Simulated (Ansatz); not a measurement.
# CH3B (triplet): correlated methods under varied settings

What do other methods and options give for CH3B (triplet) at this geometry, and how long do they take?

Computed with Ansatz 0.2.0, Gaussian basis. Level: the settings change from run to run.

20 further runs of the same task are left out: 7 that didn't finish, 13 set aside as unsound or not needed.

## Step 1: The geometry

The geometry is a PBE0/def2-TZVP stationary point (not a proven minimum).

5 atoms, charge 0, spin multiplicity 3.

Atoms are counted from 1 here; the program's logs count them from 0.

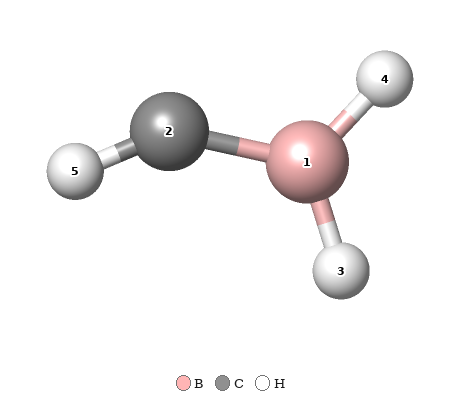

The structure; boron pink, carbon grey, hydrogen white; atoms are numbered from 1 in the order of the file.

## Step 2: CISD/STO-3G

in.yaml

```yaml
crystal:
  periodic: [false, false, false]
  atoms:
    - {symbol: B, position_ang: [0.000000, 0.050359, 0.739783]}
    - {symbol: C, position_ang: [0.000000, -0.101482, -0.748988]}
    - {symbol: H, position_ang: [0.000000, 1.148901, 1.227395]}
    - {symbol: H, position_ang: [0.000000, -0.908685, 1.455152]}
    - {symbol: H, position_ang: [0.000000, 0.428910, -1.692336]}
basis:
  gaussian: {orbitals: STO-3G}
magnetization: {spin_polarized: false, initial_magnetization: 2}
correlation: {active_space: {ras: {orbitals: [6, 2, 5], electrons: 14, max_holes: 2, max_particles: 2}, fixed_orbitals: true}}
accuracy: high
```

Command:

```
ansatz run in.yaml --threads 1 --pin off --events-out ev --progress --plain --max-ram 2393MiB
```

The program printed:

```text
Functional definition: HF
  name "HF"
  cite "Fock, Z. Phys. 61, 126 (1930) doi:10.1007/BF01340294"
  parent pbe
  exchange = exact_x
  correlation = 0
209 factors; integrals over basis functions are off by at most 2.0e-8 eV
mean field evaluation 1: about -1723.7932 eV, gradient 1.2e1 eV
mean field evaluation 2: about -1723.8139 eV, gradient 1.2e1 eV
mean field evaluation 4: about -1724.9912 eV, gradient 9.6e-1 eV
mean field evaluation 8: about -1725.0022 eV, gradient 7.4e-3 eV
mean field -1725.00222691 eV, -63.3926625905 hartree, gradient 2.6e-8 eV, S^2 2.000000; 0 other end points of the search recorded, 0 dependent functions left out
reference -1725.00222691 eV, -63.3926625905 hartree; 8, 6 occupied and 5, 7 virtual orbitals, 209 factors
state -1727.34224446 eV, -63.4786566494 hartree
Total energy: -1727.34224446 eV, -63.4786566494 hartree
```

Wall time 0.43 s (1 thread of Arm Neoverse V1, shared host).

From the report: 4,472 determinants.

## Step 3: MP2 on UHF/STO-3G

in.yaml: that of step 2 with these lines changed.

```diff
@@ -10,4 +10,5 @@
   gaussian: {orbitals: STO-3G}
-magnetization: {spin_polarized: false, initial_magnetization: 2}
-correlation: {active_space: {ras: {orbitals: [6, 2, 5], electrons: 14, max_holes: 2, max_particles: 2}, fixed_orbitals: true}}
+magnetization: {spin_polarized: true, initial_magnetization: 2}
+correlation: {method: mp2, electrons: all}
 accuracy: high
+scf: {lower_state_search: off}
```

Launched as before.

The program printed:

```text
Functional definition: HF
  name "HF"
  cite "Fock, Z. Phys. 61, 126 (1930) doi:10.1007/BF01340294"
  parent pbe
  exchange = exact_x
  correlation = 0
these checks for a lower state are left out or cut short: stability, starts, cluster_reference, orbital_swaps, neighbouring_geometries, increment
209 factors; integrals over basis functions are off by at most 2.0e-8 eV
mean field evaluation 1: about -1723.9221 eV, gradient 9.5e0 eV
mean field evaluation 2: about -1723.9426 eV, gradient 9.5e0 eV
mean field evaluation 4: about -1725.1156 eV, gradient 1.3e0 eV
mean field evaluation 8: about -1725.1573 eV, gradient 1.3e-2 eV
mean field -1725.15735219 eV, -63.3983633392 hartree, gradient 2.1e-8 eV, S^2 2.017681; 0 other end points of the search recorded, 0 dependent functions left out
reference -1725.15735219 eV, -63.3983633392 hartree; 8, 6 occupied and 5, 7 virtual orbitals, 209 factors
second order -1.55999280 eV of doubles, -0.00000000 eV of singles
Total energy: -1726.71734499 eV, -63.4556920173 hartree
Checks for a lower state left out: stability, starts, cluster_reference, orbital_swaps, neighbouring_geometries, increment
```

Run time: 0.09 s. Hardware: 1 thread of Arm Neoverse V1, shared host.

From the report: ⟨S²⟩ of the determinant 2.018 (pure triplet: 2.00).

## Step 4: CCSDT(Q)/B on UHF/STO-3G

in.yaml: that of step 3 with these lines changed.

```diff
@@ -11,4 +11,2 @@
 magnetization: {spin_polarized: true, initial_magnetization: 2}
-correlation: {method: mp2, electrons: all}
-accuracy: high
-scf: {lower_state_search: off}
+correlation: {method: ccsdt_q_b, electrons: valence, diis_vectors: 12}
```

The command is unchanged.

The program printed, cut to the lines that bear on the results:

```text
Functional definition: HF
  name "HF"
  cite "Fock, Z. Phys. 61, 126 (1930) doi:10.1007/BF01340294"
  parent pbe
[...]
206 factors; integrals over basis functions are off by at most 2.9e-8 eV
[...]
mean field -1725.15735219 eV, -63.3983633392 hartree, gradient 1.3e-6 eV, S^2 2.017681; 0 other end points of the search recorded, 0 dependent functions left out
2 core orbitals not correlated: weight in the atoms' cores, before any rotation towards them, 1.000 or more for the frozen orbitals, at most 0.000 for the correlated occupied ones
reference -1725.15735219 eV, -63.3983633392 hartree; 6, 4 occupied and 5, 7 virtual orbitals, 206 factors
second order -1.53763552 eV of doubles, -0.00000000 eV of singles
cycle   1  -1.96945322 eV  change   -4.3e-1 eV  update   5.5e-2
[...]
cycle  13  -2.27808252 eV  change    1.2e-6 eV  update   7.9e-7
perturbative correction -0.00051004 eV, -0.0000187436 hartree
Total energy: -1727.43594474 eV, -63.4821000712 hartree
```

Run time: 1.8 s. Hardware: 1 thread of Arm Neoverse V1, shared host.

From the report: ⟨S²⟩ of the determinant 2.018 (pure triplet: 2.00); correlation -2.2786 eV; T1 0.015; largest double amplitude 0.04.

## Step 5: CASSCF(2,3)/6-31G

in.yaml: that of step 4 with these lines changed.

```diff
@@ -9,4 +9,7 @@
 basis:
-  gaussian: {orbitals: STO-3G}
-magnetization: {spin_polarized: true, initial_magnetization: 2}
-correlation: {method: ccsdt_q_b, electrons: valence, diis_vectors: 12}
+  gaussian: {orbitals: 6-31G}
+magnetization: {spin_polarized: false, initial_magnetization: 2}
+correlation: {active_space: {window: {electrons: 2, orbitals: 3}, states: [{multiplicity: 3, weights: [0.5, 0.5, 1]}]}}
+accuracy: high
+scf: {lower_state_search: light}
+output: {forces: true}
```

Same command.

The program printed, cut to the lines that bear on the results:

```text
Functional definition: HF
  name "HF"
  cite "Fock, Z. Phys. 61, 126 (1930) doi:10.1007/BF01340294"
  parent pbe
[...]
599 factors; integrals over basis functions are off by at most 2.5e-9 eV
[...]
mean field -1746.05343271 eV, -64.1662801344 hartree, gradient 7.0e-8 eV, S^2 2.000000; 0 other end points of the search recorded, 0 dependent functions left out
reference -1746.05343271 eV, -64.1662801344 hartree; 8, 6 occupied and 16, 18 virtual orbitals, 599 factors
state -1745.51816452 eV, -64.1466093916 hartree
state -1740.36236144 eV, -63.9571371228 hartree
state -1738.94795686 eV, -63.9051587132 hartree
[...]
Total energy: -1740.94410992 eV, -63.9785159852 hartree
Atom 0 at     0.000000     0.050359     0.739783 Å, force     0.000000    -0.113126     5.154411 eV/Å
Atom 1 at     0.000000    -0.101482    -0.748988 Å, force    -0.000000     0.629321    -4.562000 eV/Å
Atom 2 at     0.000000     1.148901     1.227395 Å, force    -0.000000    -0.130810    -0.404109 eV/Å
Atom 3 at     0.000000    -0.908685     1.455152 Å, force     0.000000     0.171919    -0.224457 eV/Å
Atom 4 at     0.000000     0.428910    -1.692336 Å, force     0.000000    -0.557304     0.036155 eV/Å
Dipole moment:     0.000000     0.052967    -0.773902 e Å
```

Wall time 0.52 s (1 thread of Arm Neoverse V1, shared host).

From the report: 9 determinants; active occupations (of the averaged states) 0.75, 0.75, 0.50.

## Step 6: BCCD(T) on ROHF/cc-pVDZ

in.yaml: that of step 5 with these lines changed.

```diff
@@ -9,7 +9,5 @@
 basis:
-  gaussian: {orbitals: 6-31G}
+  gaussian: {orbitals: cc-pVDZ}
 magnetization: {spin_polarized: false, initial_magnetization: 2}
-correlation: {active_space: {window: {electrons: 2, orbitals: 3}, states: [{multiplicity: 3, weights: [0.5, 0.5, 1]}]}}
-accuracy: high
-scf: {lower_state_search: light}
-output: {forces: true}
+correlation: {method: bccd_t, electrons: valence, diis_vectors: 12}
+scf: {lower_state_search: off}
```

The command is unchanged.

The program printed, cut to the lines that bear on the results:

```text
Functional definition: HF
  name "HF"
  cite "Fock, Z. Phys. 61, 126 (1930) doi:10.1007/BF01340294"
  parent pbe
[...]
394 factors; integrals over basis functions are off by at most 7.8e-4 eV
[...]
mean field -1746.75042490 eV, -64.1918941250 hartree, gradient 2.0e-6 eV, S^2 2.000000; 0 other end points of the search recorded, 0 dependent functions left out
2 core orbitals not correlated: weight in the atoms' cores, before any rotation towards them, 1.000 or more for the frozen orbitals, at most 0.000 for the correlated occupied ones
reference -1746.75042490 eV, -64.1918941250 hartree; 6, 4 occupied and 35, 37 virtual orbitals, 394 factors
second order -4.62690722 eV of doubles, -0.08398548 eV of singles
cycle   1  -5.44385816 eV  change   -7.3e-1 eV  update   5.8e-2
[...]
cycle  10  -5.67086861 eV  change   -3.7e-6 eV  update   7.2e-6
perturbative correction -0.12835091 eV, -0.0047168090 hartree
Total energy: -1752.54964442 eV, -64.4050115116 hartree
Checks for a lower state left out: stability, starts, cluster_reference, orbital_swaps, neighbouring_geometries, increment
```

Wall time 1.2 s (1 thread of Arm Neoverse V1, shared host).

From the report: correlation -5.7992 eV; largest double amplitude 0.03.

## Step 7: BCCD on UHF/cc-pVDZ

in.yaml: that of step 6 with these lines changed.

```diff
@@ -10,4 +10,6 @@
   gaussian: {orbitals: cc-pVDZ}
-magnetization: {spin_polarized: false, initial_magnetization: 2}
-correlation: {method: bccd_t, electrons: valence, diis_vectors: 12}
+magnetization: {spin_polarized: true, initial_magnetization: 2}
+correlation: {method: bccd, electrons: outside_noble_gas, diis_vectors: 12}
+accuracy: high
 scf: {lower_state_search: off}
+output: {forces: true}
```

The command is unchanged.

The program printed, cut to the lines that bear on the results:

```text
Functional definition: HF
  name "HF"
  cite "Fock, Z. Phys. 61, 126 (1930) doi:10.1007/BF01340294"
  parent pbe
[...]
937 factors; integrals over basis functions are off by at most 3.3e-9 eV
[...]
mean field -1746.90146871 eV, -64.1974448827 hartree, gradient 2.5e-8 eV, S^2 2.015332; 0 other end points of the search recorded, 0 dependent functions left out
2 core orbitals not correlated: weight in the atoms' cores, before any rotation towards them, 1.000 or more for the frozen orbitals, at most 0.000 for the correlated occupied ones
reference -1746.90146871 eV, -64.1974448827 hartree; 6, 4 occupied and 35, 37 virtual orbitals, 937 factors
second order -4.56024082 eV of doubles, -0.00000000 eV of singles
cycle   1  -5.27865334 eV  change   -7.2e-1 eV  update   5.8e-2
[...]
cycle  22  -5.52064124 eV  change   4.0e-10 eV  update  9.3e-10
[...]
Total energy: -1752.42210995 eV, -64.4003247063 hartree
Atom 0 at     0.000000     0.050359     0.739783 Å, force    -0.000000     0.142269     0.658089 eV/Å
Atom 1 at     0.000000    -0.101482    -0.748988 Å, force     0.000000    -0.462395    -0.559211 eV/Å
Atom 2 at     0.000000     1.148901     1.227395 Å, force     0.000000     0.282697     0.135385 eV/Å
Atom 3 at     0.000000    -0.908685     1.455152 Å, force    -0.000000    -0.264356     0.180772 eV/Å
Atom 4 at     0.000000     0.428910    -1.692336 Å, force    -0.000000     0.301786    -0.415035 eV/Å
Dipole moment:     0.000000     0.083210    -0.182415 e Å
Checks for a lower state left out: starts, cluster_reference, orbital_swaps, neighbouring_geometries, increment
```

Wall time 9.5 s (1 thread of Arm Neoverse V1, shared host); peak memory 0.29 GiB.

From the report: ⟨S²⟩ of the determinant 2.015 (pure triplet: 2.00); correlation -5.5206 eV; largest double amplitude 0.03.

## Step 8: All runs side by side

Where basis and cores are those of an earlier UCCSDT(Q)/cc-pVDZ run (-1752.5794 eV), and the state is the same kind, the miss against it is given.

| level | correlated | functions | energy (eV) | from UCCSDT(Q) (meV) | time |
| --- | --- | --- | --- | --- | --- |
| CISD/STO-3G | all | 13 | -1727.3422 |  | 0.43 s |
| MP2 on UHF/STO-3G | all | 13 | -1726.7173 |  | 0.09 s |
| CCSDT(Q)/B on UHF/STO-3G | valence | 13 | -1727.4359 |  | 1.8 s |
| CASSCF(2,3)/6-31G (mean of several states) |  | 24 | -1740.9441 |  | 0.52 s |
| BCCD(T) on ROHF/cc-pVDZ | valence | 43 | -1752.5496 | 29.8 | 1.2 s |
| BCCD on UHF/cc-pVDZ | outside noble gas | 43 | -1752.4221 | 157.3 | 9.5 s |

## Step 9: Results

| quantity | value |
| --- | --- |
| runs | 6 |
| quickest | MP2 on UHF/STO-3G, 0.09 s |
| slowest | BCCD on UHF/cc-pVDZ, 9.5 s |

What this shows: Total energies in different bases, with other cores or another treatment of relativity can't be set against each other. BCCD on UHF/cc-pVDZ took 106 times as long as MP2 on UHF/STO-3G; the jobs differ in more than the method. Among the correlated runs with a miss given, it spans +30 to +157 meV.
